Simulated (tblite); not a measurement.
# Geometry relaxation of C₈H₉OP

- system: C₈H₉OP
- method: GFN2-xTB geometry optimisation, gas phase (tblite 0.8.0)

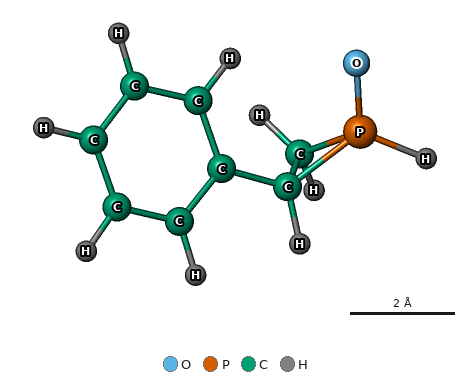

The input geometry (ball-and-stick view, seen at a tilt).

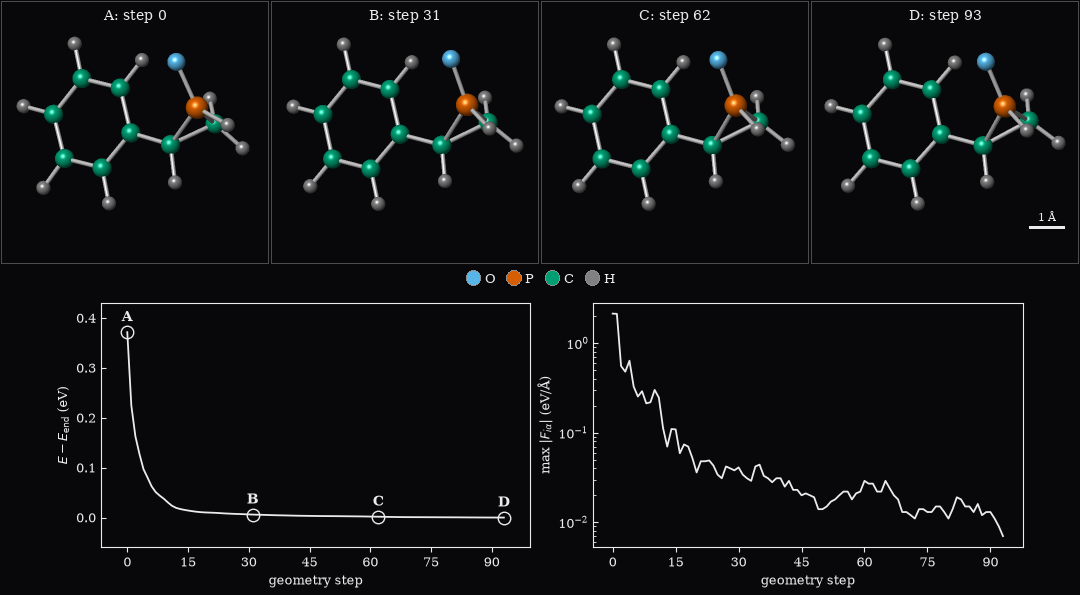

Frames of the relaxation (ball-and-stick view, seen at a tilt) above the curves, on which the letters mark them (steps are counted from 0).

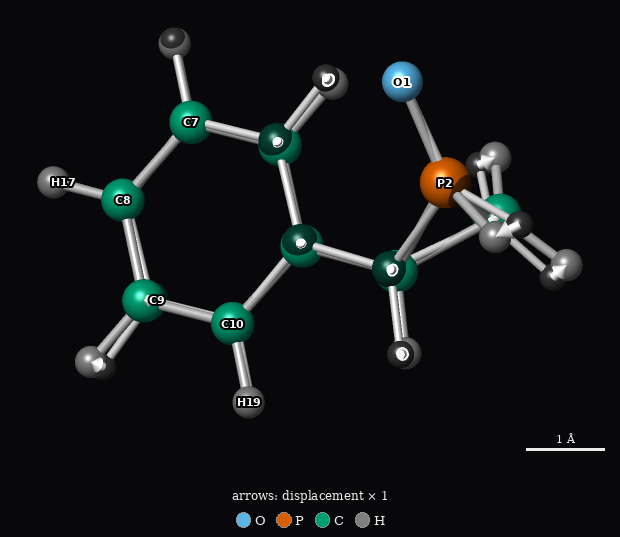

Start (faint) and end (solid) with the displacements as white arrows, at true length (ball-and-stick view, seen at a tilt). The two geometries are laid on each other by the best rigid fit. H11 moves most after the best rigid fit: 0.35 Å. By element the largest moves are H 0.35 Å, C 0.15 Å, P 0.08 Å, O 0.06 Å. Distances before and after: C4–H14 1.135 → 1.084 Å, P2–C4 1.769 → 1.819 Å, C3–C4 1.531 → 1.570 Å, P2–H11 1.414 → 1.381 Å. Among the angles that change: C4–P2–H11 120.5° → 109.8°, O1–P2–C4 119.0° → 126.6°, C3–C4–C5 113.6° → 119.7°. Over 93 geometry steps the energy falls by 0.372 eV. The largest force component goes from 2.1 to 0.007 eV/Å. (Atoms are counted from 1 in the order of the input.)

The input and output of the run follow.

Input file:
```
{"job": {"kind": "relax", "xc": "GFN2-xTB", "basis": "xTB"}, "charge": 0, "multiplicity": 1}
O      2.071000     2.320600    -0.444100
P      2.572000     1.000600     0.042600
C      2.157500    -0.532500    -0.846800
C      1.403700    -0.261400     0.457500
C     -0.036000    -0.142000     0.284300
C     -0.621500     0.684800    -0.679000
C     -2.005600     0.760500    -0.803600
C     -2.820000     0.001600     0.041400
C     -2.229600    -0.823300     0.981900
C     -0.873300    -0.896100     1.111200
H      3.894600     0.944300     0.538800
H      1.513100    -0.457300    -1.752400
H      2.826800    -1.391500    -0.806300
H      1.740800    -0.975100     1.272800
H      0.010400     1.289600    -1.330100
H     -2.416600     1.416300    -1.545100
H     -3.904500     0.072000    -0.073600
H     -2.830700    -1.447400     1.667300
H     -0.461800    -1.554400     1.875700
```

The first line tells a small driver script what to run in tblite; the rest is the geometry in Å.

Command:
```bash
OMP_NUM_THREADS=1 python <driver script> task.json out
```

Log:
```
step      E/eV     max force
  0    -769.31226    2.735
  1    -769.45942    2.155
  2    -769.52092    0.663
  3    -769.55624    0.586
  4    -769.58682    0.648
  5    -769.60375    0.364
  6    -769.62111    0.345
  7    -769.63271    0.300
  8    -769.63983    0.213
  9    -769.64596    0.227
 10    -769.65342    0.309
 11    -769.66003    0.257
 12    -769.66427    0.120
 13    -769.66665    0.095
 14    -769.66832    0.124
 15    -769.66977    0.119
 16    -769.67103    0.070
 17    -769.67212    0.087
 18    -769.67297    0.079
 19    -769.67351    0.056
 20    -769.67384    0.036
 21    -769.67415    0.057
 22    -769.67453    0.069
 23    -769.67503    0.066
 24    -769.67554    0.061
 25    -769.67596    0.042
 26    -769.67631    0.045
 27    -769.67661    0.044
 28    -769.67690    0.049
 29    -769.67722    0.047
 30    -769.67757    0.053
 31    -769.67789    0.053
 32    -769.67813    0.037
 33    -769.67833    0.035
 34    -769.67855    0.044
 35    -769.67881    0.054
 36    -769.67907    0.046
 37    -769.67928    0.033
 38    -769.67944    0.034
 39    -769.67959    0.032
 40    -769.67978    0.039
 41    -769.67998    0.036
 42    -769.68016    0.034
 43    -769.68031    0.028
 44    -769.68042    0.029
 45    -769.68053    0.027
 46    -769.68065    0.025
 47    -769.68076    0.031
 48    -769.68085    0.025
 49    -769.68091    0.017
 50    -769.68096    0.016
 51    -769.68102    0.019
 52    -769.68109    0.021
 53    -769.68117    0.025
 54    -769.68126    0.027
 55    -769.68134    0.023
 56    -769.68143    0.022
 57    -769.68152    0.024
 58    -769.68162    0.029
 59    -769.68175    0.033
 60    -769.68190    0.030
 61    -769.68204    0.033
 62    -769.68218    0.038
 63    -769.68233    0.029
 64    -769.68248    0.030
 65    -769.68262    0.032
 66    -769.68275    0.028
 67    -769.68285    0.024
 68    -769.68294    0.020
 69    -769.68300    0.020
 70    -769.68304    0.015
 71    -769.68307    0.015
 72    -769.68310    0.015
 73    -769.68313    0.020
 74    -769.68317    0.019
 75    -769.68320    0.013
 76    -769.68324    0.017
 77    -769.68328    0.021
 78    -769.68333    0.019
 79    -769.68336    0.014
 80    -769.68339    0.014
 81    -769.68342    0.019
 82    -769.68346    0.020
 83    -769.68352    0.020
 84    -769.68358    0.019
 85    -769.68362    0.018
 86    -769.68366    0.015
 87    -769.68371    0.018
 88    -769.68375    0.014
 89    -769.68378    0.016
 90    -769.68381    0.016
 91    -769.68383    0.014
 92    -769.68386    0.010
 93    -769.68387    0.008
```

Trajectory as extended XYZ (Å, eV, eV/Å), 6 of the 94 frames kept, from step=0 to step=93:
```
19
Properties=species:S:1:pos:R:3:forces:R:3 step=0 energy=-769.31226
O     2.0710    2.3206   -0.4441    0.8890  -1.1510   0.5170
P     2.5720    1.0006    0.0426   -0.1170   2.1430  -1.4810
C     2.1575   -0.5325   -0.8468    0.5810   0.0600  -1.0750
C     1.4037   -0.2614    0.4575    0.3330  -2.0780   1.7470
C    -0.0360   -0.1420    0.2843   -0.9410   0.3440   0.4920
C    -0.6215    0.6848   -0.6790    0.0660   0.0180   0.0090
C    -2.0056    0.7605   -0.8036    0.3590  -0.5180   0.6060
C    -2.8200    0.0016    0.0414   -0.0860   0.4150  -0.5790
C    -2.2296   -0.8233    0.9819   -1.2150  -0.4870   0.4830
C    -0.8733   -0.8961    1.1112    0.7800   0.0170   0.0990
H     3.8946    0.9443    0.5388   -0.7230  -0.1250   0.0200
H     1.5131   -0.4573   -1.7524    0.7700  -0.1070   0.6680
H     2.8268   -1.3915   -0.8063   -0.2170   0.2370  -0.2850
H     1.7408   -0.9751    1.2728   -0.6810   0.7600  -0.7510
H     0.0104    1.2896   -1.3301   -0.2200  -0.2060   0.2570
H    -2.4166    1.4163   -1.5451   -0.2130   0.0880  -0.1230
H    -3.9045    0.0720   -0.0736    0.4110  -0.1080   0.1720
H    -2.8307   -1.4474    1.6673    0.1520   0.4800  -0.5410
H    -0.4618   -1.5544    1.8757    0.0700   0.2160  -0.2360
19
Properties=species:S:1:pos:R:3:forces:R:3 step=19 energy=-769.67351
O     2.1841    2.3668   -0.5398    0.0150  -0.0520   0.0160
P     2.5359    1.0305   -0.0525    0.0140   0.0330   0.0090
C     2.2114   -0.5214   -0.9008    0.0180   0.0040   0.0080
C     1.4090   -0.3090    0.4358   -0.0100  -0.0090  -0.0220
C    -0.0555   -0.1636    0.3298   -0.0150  -0.0080  -0.0210
C    -0.6192    0.6728   -0.6292    0.0180  -0.0130  -0.0050
C    -1.9918    0.7550   -0.7705    0.0100   0.0110   0.0010
C    -2.8228    0.0024    0.0428    0.0090   0.0130  -0.0090
C    -2.2708   -0.8205    1.0092   -0.0240   0.0120   0.0080
C    -0.8985   -0.8982    1.1571    0.0190  -0.0230   0.0030
H     3.7146    0.8983    0.6575   -0.0270   0.0340  -0.0030
H     1.6047   -0.4849   -1.7975    0.0500   0.0050   0.0120
H     2.9251   -1.3316   -0.8926   -0.0250  -0.0100  -0.0160
H     1.7321   -0.9579    1.2425   -0.0200   0.0090  -0.0070
H     0.0261    1.2632   -1.2613   -0.0180   0.0060  -0.0240
H    -2.4126    1.4059   -1.5229   -0.0050  -0.0020   0.0160
H    -3.8944    0.0588   -0.0763   -0.0060  -0.0030   0.0090
H    -2.9094   -1.4115    1.6481   -0.0270   0.0020   0.0210
H    -0.4777   -1.5458    1.9132    0.0220  -0.0080   0.0060
19
Properties=species:S:1:pos:R:3:forces:R:3 step=37 energy=-769.67928
O     2.1804    2.3459   -0.5601    0.0090   0.0040   0.0310
P     2.5355    1.0266   -0.0330    0.0120   0.0000  -0.0070
C     2.2499   -0.5232   -0.8977   -0.0140   0.0000  -0.0050
C     1.4014   -0.3230    0.4112    0.0190  -0.0110  -0.0140
C    -0.0627   -0.1802    0.2995    0.0220  -0.0150  -0.0180
C    -0.6309    0.6582   -0.6546    0.0020  -0.0140  -0.0020
C    -2.0055    0.7557   -0.7690    0.0020  -0.0040   0.0030
C    -2.8297    0.0165    0.0631   -0.0050   0.0000   0.0000
C    -2.2723   -0.8106    1.0228    0.0040  -0.0040   0.0030
C    -0.8985   -0.9054    1.1435    0.0180   0.0030  -0.0040
H     3.6843    0.9318    0.7291   -0.0190   0.0030  -0.0080
H     1.6828   -0.4501   -1.8172   -0.0020  -0.0100  -0.0070
H     2.9448   -1.3495   -0.8879   -0.0050   0.0230   0.0200
H     1.7151   -0.9732    1.2205   -0.0040   0.0110   0.0040
H     0.0080    1.2394   -1.3021   -0.0130  -0.0060  -0.0010
H    -2.4355    1.4105   -1.5123    0.0010   0.0000  -0.0020
H    -3.9027    0.0828   -0.0352   -0.0120   0.0180   0.0010
H    -2.9061   -1.3890    1.6782   -0.0220   0.0040   0.0040
H    -0.4684   -1.5541    1.8937    0.0070  -0.0010   0.0030
19
Properties=species:S:1:pos:R:3:forces:R:3 step=56 energy=-769.68143
O     2.1614    2.3591   -0.5201   -0.0110  -0.0040   0.0030
P     2.5227    1.0317   -0.0186   -0.0020  -0.0220   0.0040
C     2.2680   -0.5132   -0.9033   -0.0040   0.0020   0.0000
C     1.4000   -0.3387    0.3942    0.0060   0.0140   0.0120
C    -0.0637   -0.2017    0.2752    0.0090  -0.0010   0.0010
C    -0.6350    0.6318   -0.6814   -0.0010   0.0020   0.0050
C    -2.0097    0.7498   -0.7741   -0.0060  -0.0100  -0.0080
C    -2.8326    0.0335    0.0786    0.0010  -0.0100   0.0110
C    -2.2722   -0.7976    1.0333    0.0050  -0.0110   0.0060
C    -0.8981   -0.9126    1.1331    0.0010   0.0070   0.0070
H     3.6647    0.9302    0.7510   -0.0020   0.0110   0.0060
H     1.7154   -0.4544   -1.8321   -0.0020  -0.0010  -0.0020
H     2.9817   -1.3226   -0.8775   -0.0020   0.0040  -0.0110
H     1.7084   -0.9879    1.2066    0.0040  -0.0100  -0.0180
H     0.0007    1.1981   -1.3450   -0.0010   0.0010   0.0020
H    -2.4433    1.4049   -1.5146    0.0110   0.0070  -0.0170
H    -3.9062    0.1210    0.0022    0.0020   0.0160  -0.0060
H    -2.9056   -1.3596    1.7035   -0.0120  -0.0020   0.0030
H    -0.4665   -1.5627    1.8815    0.0040   0.0070   0.0030
19
Properties=species:S:1:pos:R:3:forces:R:3 step=74 energy=-769.68317
O     2.0895    2.3610   -0.4543    0.0050   0.0010  -0.0030
P     2.4971    1.0320    0.0054   -0.0060  -0.0110   0.0140
C     2.2763   -0.4953   -0.9186   -0.0010   0.0070  -0.0010
C     1.4036   -0.3727    0.3811    0.0000   0.0030   0.0020
C    -0.0599   -0.2280    0.2657    0.0060  -0.0020  -0.0010
C    -0.6257    0.5966   -0.7020    0.0030   0.0050   0.0070
C    -1.9985    0.7362   -0.7877   -0.0010  -0.0120  -0.0010
C    -2.8256    0.0513    0.0864   -0.0050  -0.0010   0.0090
C    -2.2720   -0.7732    1.0511    0.0040  -0.0030  -0.0020
C    -0.8990   -0.9098    1.1427    0.0010   0.0050  -0.0020
H     3.6439    0.9485    0.7692    0.0050  -0.0070   0.0040
H     1.7278   -0.4306   -1.8493   -0.0020   0.0000  -0.0020
H     3.0108   -1.2864   -0.9074   -0.0050   0.0030  -0.0050
H     1.7143   -1.0460    1.1722   -0.0010   0.0050  -0.0040
H     0.0127    1.1432   -1.3789   -0.0020  -0.0030  -0.0070
H    -2.4244    1.3846   -1.5391    0.0030  -0.0020   0.0030
H    -3.8974    0.1625    0.0199   -0.0080  -0.0030  -0.0060
H    -2.9109   -1.3123    1.7355    0.0020   0.0070   0.0000
H    -0.4723   -1.5522    1.9008    0.0030   0.0080  -0.0040
19
Properties=species:S:1:pos:R:3:forces:R:3 step=93 energy=-769.68387
O     2.0925    2.3649   -0.4061   -0.0030   0.0030   0.0000
P     2.4994    1.0272    0.0278    0.0000  -0.0010  -0.0020
C     2.2765   -0.4794   -0.9289    0.0000   0.0000  -0.0010
C     1.4032   -0.3827    0.3718   -0.0010  -0.0010   0.0020
C    -0.0593   -0.2307    0.2600   -0.0030  -0.0060  -0.0020
C    -0.6278    0.5817   -0.7162    0.0020   0.0060   0.0040
C    -2.0009    0.7203   -0.7995    0.0010  -0.0030  -0.0040
C    -2.8264    0.0489    0.0863   -0.0010   0.0070   0.0040
C    -2.2697   -0.7585    1.0635   -0.0040  -0.0050  -0.0040
C    -0.8968   -0.8957    1.1514   -0.0040   0.0030   0.0040
H     3.6452    0.9260    0.7917    0.0010  -0.0040  -0.0020
H     1.7283   -0.3942   -1.8580    0.0050   0.0030  -0.0030
H     3.0092   -1.2720   -0.9356   -0.0010  -0.0010   0.0030
H     1.7112   -1.0718    1.1499    0.0040  -0.0010   0.0020
H     0.0074    1.1179   -1.4045    0.0030   0.0030   0.0010
H    -2.4283    1.3585   -1.5586    0.0000  -0.0010  -0.0040
H    -3.8985    0.1580    0.0189   -0.0030  -0.0020   0.0000
H    -2.9067   -1.2839    1.7598    0.0000  -0.0010   0.0040
H    -0.4684   -1.5255    1.9188    0.0060   0.0010  -0.0020
```

Key numbers:

- outcome: converged
- total energy: −769.6839 eV
- hardware: 1 CPU thread, shared host
- wall time: 0.76 s
- peak memory: 0.18 GiB
